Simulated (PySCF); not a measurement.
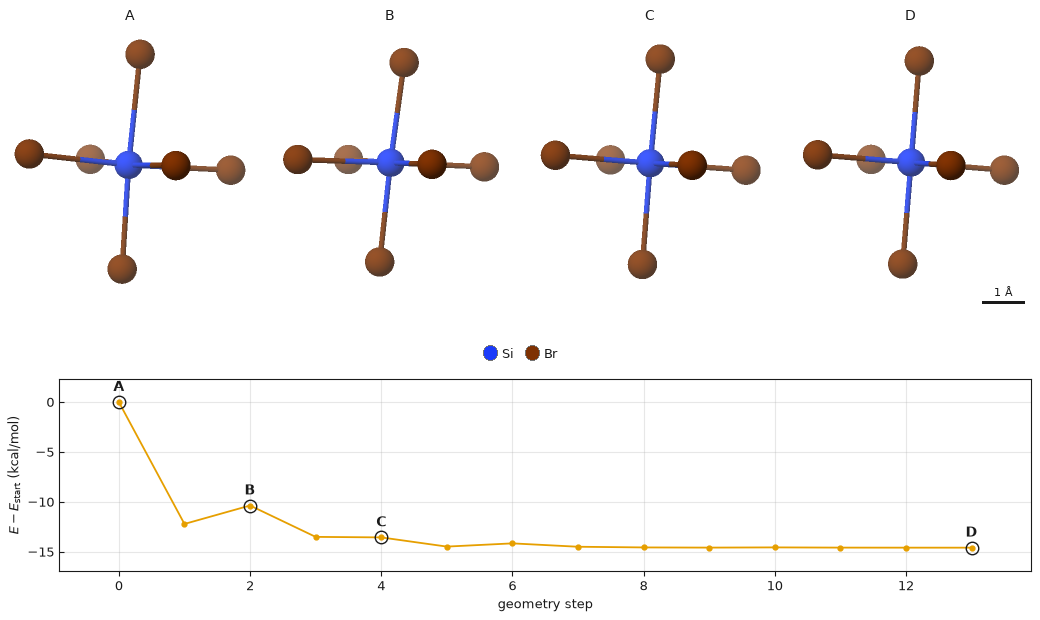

Frames of a relaxation of SiBr₆ (charge −2), marked on the history of the run. Style: ball-and-stick. Shown at a tilt.

The start comes from GFN2-xTB. Its atoms were then displaced at random by about 0.03 Å.

Level of theory: PBE0-D3(BJ)/def2-SVP geometry optimisation, gas phase (PySCF 2.14.0, density-fitted response routines). 

What happens along the run?

After 13 geometry steps the energy has fallen by 14.6 kcal/mol. The atom that moves furthest after the best rigid fit is a Br atom (0.22 Å). By element the largest moves are Br 0.22 Å, Si 0.08 Å. Among the contacts that change: Br–Si 2.662 → 2.440 Å, Br–Si 2.639 → 2.439 Å, Br–Si 2.610 → 2.440 Å, Br–Si 2.552 → 2.439 Å. Among the angles between lasting bonds that change: Br–Si–Br 174.7° → 180.0°, Br–Si–Br 86.3° → 90.0°, Br–Si–Br 176.6° → 180.0°. Cost: 6 min on 1 thread of AMD EPYC 9R45 96-Core Processor, on a shared host. From step 0 to 2: a Br atom moves most (0.29 Å), energy −10.4 kcal/mol. From step 2 to 4: a Br atom moves most (0.15 Å), energy −3.19 kcal/mol. From step 4 to 13: a Br atom moves most (0.05 Å), energy −1.03 kcal/mol.

| step | E − E(0), kcal/mol |
| --- | --- |
| 0 | 0.00 |
| 1 | -12.21 |
| 2 | -10.36 |
| 3 | -13.50 |
| 4 | -13.55 |
| 5 | -14.47 |
| 6 | -14.15 |
| 7 | -14.49 |
| 8 | -14.56 |
| 9 | -14.58 |
| 10 | -14.55 |
| 11 | -14.58 |
| 12 | -14.58 |
| 13 | -14.58 |

Limits of the set-up: the basis has no diffuse functions, which an anion needs.
